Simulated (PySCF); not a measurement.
C2H3F3, SMILES `CC(F)(F)F`.

Method: B3LYP/def2-SVPD; geometry: GFN2-xTB; program: PySCF. No frequency check shows the geometry to be a minimum.

Cartesian coordinates (Å):

```
C1      -1.4872    0.0030    0.0011
C2       0.0203    0.0000    0.0001
F3       0.5320    0.5977   -1.0872
F4       0.5337    0.6409    1.0616
F5       0.5262   -1.2427    0.0246
H6      -1.8384    1.0332   -0.0178
H7      -1.8432   -0.4919    0.8987
H8      -1.8435   -0.5231   -0.8803
```

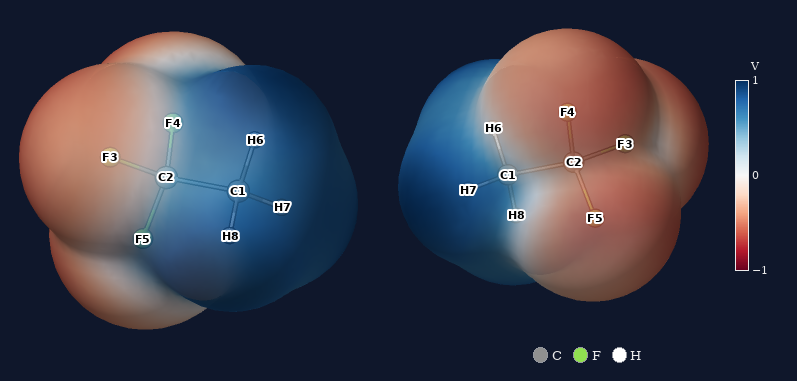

Electrostatic potential on the surface of electron density 0.001 a.u. (back view left, front view right).

> Where are the extremes of the potential on the surface?

Highest: 1.00 V, 1.3 Å from H8, and at like points elsewhere. Further maxima include −0.01 V, over the middle of C2, F3, F4 and F5, about 1.8 Å from them. Lowest: −0.62 V, 1.7 Å from F3, and at like points elsewhere. The surface is sampled at points, so like sites can differ by a few per cent and only the strongest of them is named.

> What volume does the surface enclose, and what is the dipole moment?

About 80 Å³; the dipole moment is 2.4 D.
